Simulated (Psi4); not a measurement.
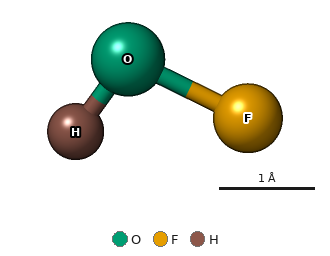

*The input geometry (ball-and-stick view, seen at a tilt).*

Bond lengths as drawn: F–O 1.41 Å and H–O 0.97 Å.

Run report: HOF, geometry relaxation (part 1 of 4)

The run: geometry relaxation of HOF (hypofluorous acid), SMILES OF. Method and program: B3LYP/aug-cc-pVDZ, RKS (Psi4 1.11).

The geometry comes from this level: PBE0-D4/def2-TZVP.

The input (job.inp)
```
memory 1600 MB

molecule {
  0 1
  O      0.430590    -0.210340     0.216330
  F     -0.221910     1.014620    -0.010980
  H     -0.208690    -0.804280    -0.205350
  symmetry c1
}

set basis aug-cc-pVDZ
set reference rks
set puream true
set scf_type pk
set dft_radial_points 99
set dft_spherical_points 590
set g_convergence gau_tight
set geom_maxiter 50

energy_value, wavefunction = opt("b3lyp", return_wfn=True)
```

Command:
```bash
psi4 job.inp job.out -n 1
```

Output
```
Psi4 1.11 release

gradient() will perform analytic gradient computation.

   => Loading Basis Set <=

    Name: AUG-CC-PVDZ
    Role: ORBITAL
    Keyword: BASIS

         ---------------------------------------------------------
                                   SCF
                              RKS Reference
                        1 Threads,   1525 MiB Core
         ---------------------------------------------------------

  ==> Geometry <==

    Molecular point group: c1
    Full point group: Cs

    Geometry (in Angstrom), charge = 0, multiplicity = 1:

       Center              X                  Y                   Z               Mass
    ------------   -----------------  -----------------  -----------------  -----------------
         O            0.380587904976    -0.632755278710     0.000000000000    15.994914619570
         F           -0.300098858076     0.597943148325    -0.000000000000    18.998403162730
         H           -0.383074381556    -1.229477640055     0.000000000000     1.007825032230

  Running in c1 symmetry.

  Rotational constants: A =     19.73327  B =      0.93438  C =      0.89214 [cm^-1]
  Rotational constants: A = 591588.64213  B =  28012.01299  C =  26745.59588 [MHz]
  Nuclear repulsion =   34.062701107921029

  Charge       = 0
  Multiplicity = 1
  Electrons    = 18
  Nalpha       = 9
  Nbeta        = 9

  ==> Algorithm <==

  SCF Algorithm Type is PK.
  DIIS enabled.
  MOM disabled.
  Fractional occupation disabled.
  Guess Type is SAD.
  Energy threshold   = 1.00e-08
  Density threshold  = 1.00e-08
  Integral threshold = 1.00e-12

  ==> Primary Basis <==

  Basis Set: AUG-CC-PVDZ
    Blend: AUG-CC-PVDZ
    Number of shells: 23
    Number of basis functions: 55
    Number of Cartesian functions: 59
    Spherical Harmonics?: true
    Max angular momentum: 2

  ==> DFT Potential <==

   => LibXC <=

    Version 7.1.2

   => Composite Functional: B3LYP <=

    B3LYP Hyb-GGA Exchange-Correlation Functional

    Deriv               =              1
    GGA                 =           TRUE
    Meta                =          FALSE

    Exchange Hybrid     =           TRUE
    MP2 Hybrid          =          FALSE

   => Exchange Functionals <=

    0.0800   Slater exchange
    0.7200         Becke 88

   => Exact (HF) Exchange <=

    0.2000               HF

   => Correlation Functionals <=

    0.1900   Vosko, Wilk & Nusair (VWN5_RPA)
    0.8100   Lee, Yang & Parr

   => LibXC Density Thresholds  <==

    XC_HYB_GGA_XC_B3LYP:  1.00E-15

   => Molecular Quadrature <=

    Radial Scheme          =       TREUTLER
    Pruning Scheme         =           NONE
    Nuclear Scheme         =       TREUTLER

    Blocking Scheme        =         OCTREE
    BS radius alpha        =              1
    Pruning alpha          =              1
    Radial Points          =             99
    Spherical Points       =            590
    Total Points           =         171955
    Total Blocks           =           1335
    Max Points             =            255
    Max Functions          =             55
    Weights Tolerance      =       1.00E-15

  ==> Integral Setup <==

  Using in-core PK algorithm.
   Calculation information:
      Number of atoms:                   3
      Number of AO shells:              23
      Number of primitives:             57
      Number of atomic orbitals:        59
      Number of basis functions:        55

      Integral cutoff                 1.00e-12
      Number of threads:                 1

  Performing in-core PK
  Using 2373140 doubles for integral storage.
  We computed 38226 shell quartets total.
  Whereas there are 38226 unique shell quartets.

  ==> DiskJK: Disk-Based J/K Matrices <==

    J tasked:                  Yes
    K tasked:                  Yes
    wK tasked:                  No
    Memory [MiB]:              873
    Schwarz Cutoff:          1E-12

  Cached 100.0% of DFT collocation blocks in 0.265 [GiB].

  Minimum eigenvalue in the overlap matrix is 2.2605371722E-03.
  Reciprocal condition number of the overlap matrix is 4.2903056142E-04.
    Using symmetric orthogonalization.

  ==> Pre-Iterations <==

  SCF Guess: Superposition of Atomic Densities via on-the-fly atomic UHF (no occupation information).

   -------------------------
    Irrep   Nso     Nmo
   -------------------------
     A         55      55
   -------------------------
    Total      55      55
   -------------------------

  ==> Iterations <==

                        Total Energy        Delta E     RMS |[F,P]|

   @RKS iter SAD:  -175.19804505972323   -1.75198e+02   0.00000e+00
   @RKS iter   1:  -175.50957832115273   -3.11533e-01   6.98518e-03 ADIIS/DIIS
   @RKS iter   2:  -175.43756526073267    7.20131e-02   1.04998e-02 ADIIS/DIIS
   @RKS iter   3:  -175.55983245872574   -1.22267e-01   2.43731e-03 ADIIS/DIIS
   @RKS iter   4:  -175.56523442946335   -5.40197e-03   5.81405e-04 ADIIS/DIIS
   @RKS iter   5:  -175.56556947932611   -3.35050e-04   7.81620e-05 DIIS
   @RKS iter   6:  -175.56557587718322   -6.39786e-06   6.08542e-06 DIIS
   @RKS iter   7:  -175.56557592146626   -4.42830e-08   5.01043e-07 DIIS
   @RKS iter   8:  -175.56557592181116   -3.44897e-10   1.31514e-07 DIIS
   @RKS iter   9:  -175.56557592183364   -2.24816e-11   1.49014e-08 DIIS
   @RKS iter  10:  -175.56557592183398   -3.41061e-13   3.72351e-09 DIIS
  Energy and wave function converged.

  ==> Post-Iterations <==

   Electrons on quadrature grid:
      Ntotal   =   17.9999999833 ; deviation = -1.674e-08

    Orbital Energies [Eh]
    ---------------------

    Doubly Occupied:

       1A    -24.762475     2A    -19.266947     3A     -1.276220
       4A     -0.989235     5A     -0.589333     6A     -0.517080
       7A     -0.490142     8A     -0.397978     9A     -0.330597

    Virtual:

      10A     -0.064654    11A     -0.019841    12A      0.088655
      13A      0.098290    14A      0.114737    15A      0.129386
      16A      0.179084    17A      0.198282    18A      0.205336
      19A      0.232209    20A      0.275467    21A      0.350661
      22A      0.402142    23A      0.475524    24A      0.666208
      25A      0.842295    26A      0.873664    27A      0.878689
      28A      0.949541    29A      1.017090    30A      1.083172
      31A      1.176304    32A      1.178309    33A      1.228168
      34A      1.303533    35A      1.309186    36A      1.357159
      37A      1.544714    38A      1.645580    39A      1.744460
      40A      1.818924    41A      1.872019    42A      2.015704
      43A      2.183528    44A      2.461472    45A      3.044292
      46A      3.159434    47A      3.230455    48A      3.244499
      49A      3.668668    50A      3.784244    51A      4.405355
      52A      4.434785    53A      4.532074    54A      4.548690
      55A      4.648925

    Final Occupation by Irrep:
              A
    DOCC [     9 ]
    NA   [     9 ]
    NB   [     9 ]

  @RKS Final Energy:  -175.56557592183398

   => Energetics <=

    Nuclear Repulsion Energy =             34.0627011079210291
    One-Electron Energy =                -310.8157517159914960
    Two-Electron Energy =                 116.7947180226077535
    DFT Exchange-Correlation Energy =     -15.6072433363712921
    Empirical Dispersion Energy =           0.0000000000000000
    VV10 Nonlocal Energy =                  0.0000000000000000
    Total Energy =                       -175.5655759218339824

Computation Completed

Properties will be evaluated at   0.000000,   0.000000,   0.000000 [a0]

Properties computed using the SCF density matrix

 Multipole Moments:

 ------------------------------------------------------------------------------------
     Multipole            Electronic (a.u.)      Nuclear  (a.u.)        Total (a.u.)
 ------------------------------------------------------------------------------------

 L = 1.  Multiply by 2.5417464519 to convert [e a0] to [Debye]
 Dipole X            :         -0.3396233           -0.0741923           -0.4138156
 Dipole Y            :          1.0930977           -1.7197104           -0.6266127
 Dipole Z            :         -0.0000000            0.0000000           -0.0000000
 Magnitude           :                                                    0.7509240

 ------------------------------------------------------------------------------------

	total time  =          5 seconds =       0.08 minutes

         ------------------------------------------------------------
                                   SCF GRAD
         ------------------------------------------------------------

  ==> Geometry <==

    Molecular point group: c1
    Full point group: Cs

    Geometry (in Angstrom), charge = 0, multiplicity = 1:

       Center              X                  Y                   Z               Mass
    ------------   -----------------  -----------------  -----------------  -----------------
         O            0.380587904976    -0.632755278710     0.000000000000    15.994914619570
         F           -0.300098858076     0.597943148325    -0.000000000000    18.998403162730
         H           -0.383074381556    -1.229477640055     0.000000000000     1.007825032230

  Nuclear repulsion =   34.062701107921029

  ==> Basis Set <==

  Basis Set: AUG-CC-PVDZ
    Blend: AUG-CC-PVDZ
    Number of shells: 23
    Number of basis functions: 55
    Number of Cartesian functions: 59
    Spherical Harmonics?: true
    Max angular momentum: 2

  ==> DirectJKGrad: Integral-Direct SCF Gradients <==

    Gradient:                    1
    J tasked:                  Yes
    K tasked:                  Yes
    wK tasked:                  No
    Integrals threads:           1
    Schwarz Cutoff:          1E-12

   => Molecular Quadrature <=

    Radial Scheme          =       TREUTLER
    Pruning Scheme         =           NONE
    Nuclear Scheme         =       TREUTLER

    Blocking Scheme        =         OCTREE
    BS radius alpha        =              1
    Pruning alpha          =              1
    Radial Points          =             99
    Spherical Points       =            590
    Total Points           =         171955
    Total Blocks           =           1335
    Max Points             =            255
    Max Functions          =             55
    Weights Tolerance      =       1.00E-15

  -Total Gradient:
     Atom            X                  Y                   Z
    ------   -----------------  -----------------  -----------------
       1       -0.011285096576     0.011666161954    -0.000000000000
       2        0.007867452318    -0.015268048029     0.000000000000
       3        0.003418026415     0.003600891124     0.000000000000

	total time  =          2 seconds =       0.03 minutes

    			-----------------------------------------

    			 OPTKING 3.0: for geometry optimizations

    			        with contributions from

    			-----------------------------------------

	                            ===> Fragment 1 <==

	 Z (Atomic Numbers)          Masses                          Geom
	       8.000000            15.994915          0.71920691 -1.19573418  0.00000000
	       9.000000            18.998403         -0.56710465  1.12994879 -0.00000000
	       1.000000             1.007825         -0.72390567 -2.32337602  0.00000000

	 - Coordinate -           - BOHR/RAD -       - ANG/DEG -
	 R(1,2)           =         2.657706           1.406397
	 R(1,3)           =         1.831434           0.969153
	 B(2,1,3)         =         1.728877          99.057379

	        --- Internal Coordinate Step in ANG or DEG, aJ/ANG or AJ/DEG ---
	-------------------------------------------------------------------------------
	           Coordinate      Previous         Force          Change          New
	           ----------      --------        ------          ------        ------
	               R(1,2)       1.40640        0.14144        0.02035       1.42674
	               R(1,3)       0.96915        0.04046        0.00485       0.97400
	             B(2,1,3)      99.05738        0.00010        0.47863      99.53601
	-------------------------------------------------------------------------------

	                                 ==> Convergence Check <==

	Measures of convergence in internal coordinates in au.

	Criteria marked as inactive (o), active & met (*), and active & unmet ( ).

	----------------------------------------------------------------------------------------------~
	   Step    Total Energy     Delta E     Max Force     RMS Force      Max Disp      RMS Disp   ~
	----------------------------------------------------------------------------------------------~
	  Convergence Criteria              o    1.50e-05 *    1.00e-05 *    6.00e-05 *    4.00e-05 *~
	----------------------------------------------------------------------------------------------~
	     1    -175.56557592   -1.76e+02 o    1.72e-02      1.03e-02      3.85e-02      2.33e-02    ~
	----------------------------------------------------------------------------------------------

Next Geometry in Ang
	Fragment 1 (Ang)

	    O   0.3824345317  -0.6378807490   0.0000000000
	    F  -0.3021187446   0.6139131990  -0.0000000000
	    H  -0.3829011218  -1.2403222204   0.0000000000

    Structure for next step:
    Molecular point group: c1
    Full point group: Cs

    Geometry (in Angstrom), charge = 0, multiplicity = 1:

    O            0.382675173132    -0.643727634558     0.000000000000
    F           -0.301878103182     0.608066313437    -0.000000000000
    H           -0.382660480430    -1.246169105921     0.000000000000

gradient() will perform analytic gradient computation.

  ==> Geometry <==

    Molecular point group: c1
    Full point group: Cs

    Geometry (in Angstrom), charge = 0, multiplicity = 1:

       Center              X                  Y                   Z               Mass
    ------------   -----------------  -----------------  -----------------  -----------------
         O            0.382675173132    -0.643727634558     0.000000000000    15.994914619570
         F           -0.301878103182     0.608066313437    -0.000000000000    18.998403162730
         H           -0.382660480430    -1.246169105921     0.000000000000     1.007825032230

  Running in c1 symmetry.

  Rotational constants: A =     19.60318  B =      0.90735  C =      0.86721 [cm^-1]
  Rotational constants: A = 587688.42370  B =  27201.67456  C =  25998.31952 [MHz]
  Nuclear repulsion =   33.617163070882590

  Charge       = 0
  Multiplicity = 1
  Electrons    = 18
  Nalpha       = 9
  Nbeta        = 9

  ==> Algorithm <==

  SCF Algorithm Type is PK.
  DIIS enabled.
  MOM disabled.
  Fractional occupation disabled.
  Guess Type is READ.
  Energy threshold   = 1.00e-08
  Density threshold  = 1.00e-08
  Integral threshold = 1.00e-12

   => Molecular Quadrature <=

    Radial Scheme          =       TREUTLER
    Pruning Scheme         =           NONE
    Nuclear Scheme         =       TREUTLER

    Blocking Scheme        =         OCTREE
    BS radius alpha        =              1
    Pruning alpha          =              1
    Radial Points          =             99
    Spherical Points       =            590
    Total Points           =         171972
    Total Blocks           =           1328
    Max Points             =            256
    Max Functions          =             55
    Weights Tolerance      =       1.00E-15

   => Loading Basis Set <=

    Name: AUG-CC-PVDZ
    Role: ORBITAL
    Keyword: BASIS

  Reading orbitals from file scr/job.default.20425.180.npy, no projection.

  ==> DiskJK: Disk-Based J/K Matrices <==

    J tasked:                  Yes
    K tasked:                  Yes
    wK tasked:                  No
    Memory [MiB]:              873
    Schwarz Cutoff:          1E-12

  Cached 100.0% of DFT collocation blocks in 0.265 [GiB].

  Minimum eigenvalue in the overlap matrix is 2.3309297389E-03.
  Reciprocal condition number of the overlap matrix is 4.4435260455E-04.
    Using symmetric orthogonalization.

  ==> Pre-Iterations <==

  SCF Guess: Orbitals guess was supplied from a previous computation.

   -------------------------------------------------------
    Irrep   Nso     Nmo     Nalpha   Nbeta   Ndocc  Nsocc
   -------------------------------------------------------
     A         55      55       9       9       9       0
   -------------------------------------------------------
    Total      55      55       9       9       9       0
   -------------------------------------------------------
```
